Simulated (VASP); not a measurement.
Band structure of CdSiP₂ (space group I-42d). These are PBE GGA, VASP's PBE PAW potentials (set 64) (plane waves; VASP 6.6.1) values and carry that method's errors.

The path is coarsely sampled, so an indirect gap can come out somewhat too large.

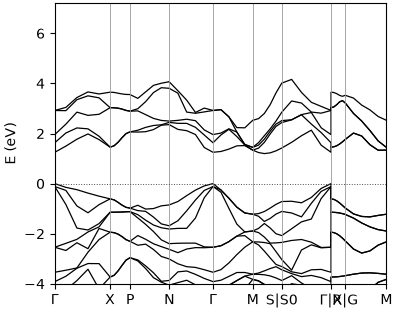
Figure. Bands along high-symmetry lines, zero at the valence-band maximum or, without a gap, the Fermi level

Read the plot: is there a gap, and where are the band edges?

The gap is indirect, 1.20 eV, from the valence maximum at Γ to the conduction minimum at M-S at 0.40.

The structure was generated: CdSiP2 was put into an ordered model structure, which need not be its known phase. The cell was not relaxed at this level.
